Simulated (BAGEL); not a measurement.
**One shape, several levels: doublet [SeO2]+**

We compute a comparison of 6 runs (UHF/STO-3G, UHF/3-21G, ROHF/6-31G*, ROHF/def2-TZVPP, UHF/def2-TZVPP, FCI/STO-3G) of doublet [SeO2]+. 

The results are computed with BAGEL 1.2.2.

6 further runs of the same task are left out: 2 that didn't finish, 4 set aside as unsound or not needed.

### Step 1. Starting point

The species is [SeO2]+ (3 atoms), meant as a doublet with charge +1. SMILES of the parent species: `O=[Se]=O`. The shape is that of a PBE0-D4/def2-TZVP optimisation. That shape belongs to the parent species and isn't relaxed for this state.

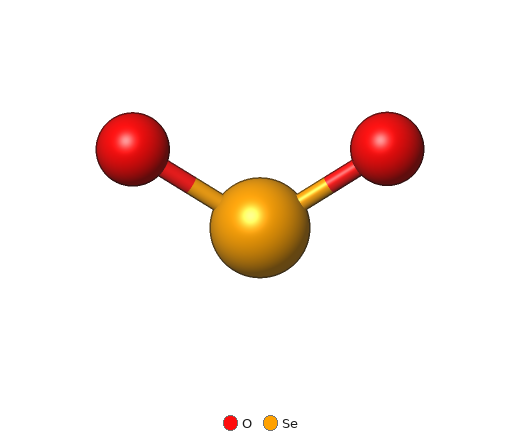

The structure, seen from a chosen angle (oxygen red, selenium orange).

### Step 2. The energy at UHF/STO-3G (density fitting with cc-pvqz-jkfit) (run 1)

Input file calc.json:

```json
{ "bagel" : [

{
  "title" : "molecule",
  "basis" : "sto-3g",
  "df_basis" : "cc-pvqz-jkfit",
  "angstrom" : "true",
  "geometry" : [
    { "atom" : "O", "xyz" : [    0.450000,   -1.291360,    0.094840 ] },
    { "atom" : "Se", "xyz" : [   -0.515880,   -0.067700,   -0.261270 ] },
    { "atom" : "O", "xyz" : [    0.065880,    1.359070,    0.166440 ] }
  ]
},
{
  "title" : "uhf",
  "charge" : 1,
  "nopen" : 1
},
{
  "title" : "print",
  "file" : "orbitals.molden",
  "orbitals" : "true"
}

]}
```

Run with:

```sh
$ BAGEL_NUM_THREADS=1 BAGEL calc.json > calc.out
```

The program printed:

```text
* using 1 threads per process

  ===============================================================
  ===============================================================

  *** Geometry ***

  { "atom" : "O", "xyz" : [      0.850377,     -2.440317,      0.179222 ] },
  { "atom" : "Se", "xyz" : [     -0.974872,     -0.127934,     -0.493729 ] },
  { "atom" : "O", "xyz" : [      0.124495,      2.568270,      0.314526 ] },

  Number of auxiliary basis functions:      430

  Since a DF basis is specified, we compute 2- and 3-index integrals:
    o Being stored without compression. Storage requirement is 0.003 GB

  Number of basis functions:       28
  Number of electrons      :       50

    * METHOD: MOLECULE                             0.10

  *** Open-shell HF ***

  === Nuclear Repulsion ===
   192.6648030397

      * DIIS with orbital gradients will be used.

  === UHF iteration (sto-3g) ===
      0      -2520.58897106          0.03746653           0.03
      1      -2520.68243774          0.02336210           0.03
      2      -2520.70856965          0.01196731           0.03
      3      -2520.71887790          0.00170364           0.03
      4      -2520.72100238          0.00055948           0.03
      5      -2520.72141586          0.00014363           0.03
      6      -2520.72155705          0.00008962           0.03
      7      -2520.72159737          0.00009146           0.03
      8      -2520.72166383          0.00002146           0.03
      9      -2520.72168714          0.00001514           0.03
[... 32 lines of this table left out ...]
     42      -2520.72171737          0.00000002           0.03
     43      -2520.72171737          0.00000002           0.03
     44      -2520.72171737          0.00000002           0.03
     45      -2520.72171737          0.00000001           0.03
    * SCF iteration converged.

    * S^2 (UHF) is 0.8886

    * Permanent dipole moment:
           (    0.241692,     0.031716,     0.122407) a.u.

    * METHOD: UHF                                  1.27

    * METHOD: PRINT                                0.00

  ===============================================================
```

It took 1.5 s on 1 thread of Arm Neoverse V2, shared host; peak memory 0.14 GiB.

### Step 3. The energy at UHF/3-21G (density fitting with cc-pvqz-jkfit) (run 2)

Input file hf.json:

```json
{ "bagel" : [

{
  "title" : "molecule",
  "basis" : "3-21g",
  "df_basis" : "cc-pvqz-jkfit",
  "angstrom" : true,
  "geometry" : [
    { "atom" : "O", "xyz" : [    0.450000,   -1.291360,    0.094840 ] },
    { "atom" : "Se", "xyz" : [   -0.515880,   -0.067700,   -0.261270 ] },
    { "atom" : "O", "xyz" : [    0.065880,    1.359070,    0.166440 ] }
  ]
},
{ "title" : "uhf", "charge" : 1, "nopen" : 1 },
{ "title" : "print", "file" : "orbitals.molden", "orbitals" : true }

]}
```

Run with:

```sh
$ BAGEL_NUM_THREADS=1 BAGEL hf.json > hf.out
```

The program printed:

```text
* using 1 threads per process

  ===============================================================
  ===============================================================

  *** Geometry ***

  { "atom" : "O", "xyz" : [      0.850377,     -2.440317,      0.179222 ] },
  { "atom" : "Se", "xyz" : [     -0.974872,     -0.127934,     -0.493729 ] },
  { "atom" : "O", "xyz" : [      0.124495,      2.568270,      0.314526 ] },

  Number of auxiliary basis functions:      430

  Since a DF basis is specified, we compute 2- and 3-index integrals:
    o Being stored without compression. Storage requirement is 0.006 GB

  Number of basis functions:       40
  Number of electrons      :       50

    * METHOD: MOLECULE                             0.10

  *** Open-shell HF ***

  === Nuclear Repulsion ===
   192.6648030397

      * DIIS with orbital gradients will be used.

  === UHF iteration (3-21g) ===
      0      -2536.50001122          0.07743898           0.04
      1      -2536.59809642          0.07635763           0.04
      2      -2536.65426037          0.06980821           0.04
      3      -2536.81715363          0.00304342           0.04
      4      -2536.82085529          0.00195227           0.04
      5      -2536.82302203          0.00099564           0.04
      6      -2536.82380437          0.00039849           0.04
      7      -2536.82398953          0.00016653           0.04
      8      -2536.82405688          0.00008975           0.04
      9      -2536.82406825          0.00006146           0.04
[... 22 lines of this table left out ...]
     32      -2536.82409144          0.00000004           0.04
     33      -2536.82409144          0.00000001           0.04
     34      -2536.82409144          0.00000001           0.04
     35      -2536.82409144          0.00000001           0.04
    * SCF iteration converged.

    * S^2 (UHF) is 0.8835

    * Permanent dipole moment:
           (    0.798084,     0.104735,     0.404198) a.u.

    * METHOD: UHF                                  1.48

    * METHOD: PRINT                                0.00

  ===============================================================
```

Wall time 1.8 s (1 thread of Arm Neoverse V2, shared host); peak memory 0.14 GiB.

Runs 3 to 5 aren't shown in full; the table further down has their settings and results.

### Step 4. A single-point energy at FCI/STO-3G (density fitting with cc-pvqz-jkfit) (run 6)

Input file input.json:

```json
{ "bagel" : [

{
  "title" : "molecule",
  "basis" : "sto-3g",
  "df_basis" : "cc-pvqz-jkfit",
  "angstrom" : "true",
  "geometry" : [
    { "atom" : "O", "xyz" : [    0.450000,   -1.291360,    0.094840 ] },
    { "atom" : "Se", "xyz" : [   -0.515880,   -0.067700,   -0.261270 ] },
    { "atom" : "O", "xyz" : [    0.065880,    1.359070,    0.166440 ] }
  ]
},
{ "title" : "hf", "charge" : 2 },
{ "title" : "fci", "nstate" : 1, "charge" : 1, "ncore" : 11, "nspin" : 1 }

]}
```

Run with:

```sh
$ BAGEL_NUM_THREADS=1 BAGEL input.json > input.out
```

The program printed:

```text
* using 1 threads per process

  ===============================================================
  ===============================================================

  *** Geometry ***

  { "atom" : "O", "xyz" : [      0.850377,     -2.440317,      0.179222 ] },
  { "atom" : "Se", "xyz" : [     -0.974872,     -0.127934,     -0.493729 ] },
  { "atom" : "O", "xyz" : [      0.124495,      2.568270,      0.314526 ] },

  Number of auxiliary basis functions:      430

  Since a DF basis is specified, we compute 2- and 3-index integrals:
    o Being stored without compression. Storage requirement is 0.003 GB

  Number of basis functions:       28
  Number of electrons      :       50

    * METHOD: MOLECULE                             0.10

  *** RHF ***

[... 11 lines left out ...]
    * SCF iteration converged.
[... 1 line left out ...]
    * Permanent dipole moment:
[... 73 lines left out ...]
     * ci vector, state   0, <S^2> = 0.7500
       2222222222222a...     0.7834065190
       22222222222ba2a..    -0.2174703139
       22222222222.2a2..     0.2028342305
       22222222a2222ab..     0.2020784127
       22222222b2222aa..    -0.1967823168
       222222222a2222...    -0.1618985130
       22222222222aa2b..     0.1535569913
       2222222222222..a.     0.1259371413
       222222222222ba..a    -0.1052312410
       222222222222ab..a    -0.0737332348
       222222222b222a.a.    -0.0681442702
       222222222222.2.a.    -0.0677386305
       22222222222ab2a..    -0.0639133225
       22222222222a2.b.a     0.0572036470
       2222222222a2a2.b.     0.0535770131
       2222222222b2a2.a.    -0.0534124892
       .     0.0522912279
       22222222b22aa22..     0.0500882202

    * METHOD: FCI                                193.54

  ===============================================================
```

Run time: 3.2 min. Hardware: 1 thread of Arm Neoverse V2, shared host; peak memory 4.3 GiB.

### Step 5. Overview of the runs

```tsv
run	level	start charge	start multiplicity	energy (Eh)	⟨S²⟩	wall time
1	UHF/STO-3G (density fitting with cc-pvqz-jkfit)	–	–	-2520.721717	0.889	1.5 s
2	UHF/3-21G (density fitting with cc-pvqz-jkfit)	–	–	-2536.824091	0.883	1.8 s
3	ROHF/6-31G* (density fitting with cc-pvqz-jkfit, spherical functions)	–	–	-2548.697286	0.750	2.4 s
4	ROHF/def2-TZVPP (density fitting with cc-pvqz-jkfit)	–	–	-2549.091789	0.750	5.1 s
5	UHF/def2-TZVPP (density fitting with cc-pvqz-jkfit)	–	–	-2549.118795	0.914	5.1 s
6	FCI/STO-3G (density fitting with cc-pvqz-jkfit)	2	1	-2520.984661	–	3.2 min
```

### Step 6. Results

| quantity | value |
| --- | --- |
| run 6: total energy | -2520.98466 Eh |

What this shows: Against full CI in this basis: UHF +262.9 mEh. In runs 1, 6 the basis is minimal, so the values are rough. Spin contamination of the reference: run 5 ⟨S²⟩ = 0.91, run 1 ⟨S²⟩ = 0.89, run 2 ⟨S²⟩ = 0.88. All runs together took 3.5 min, the longest 3.2 min.
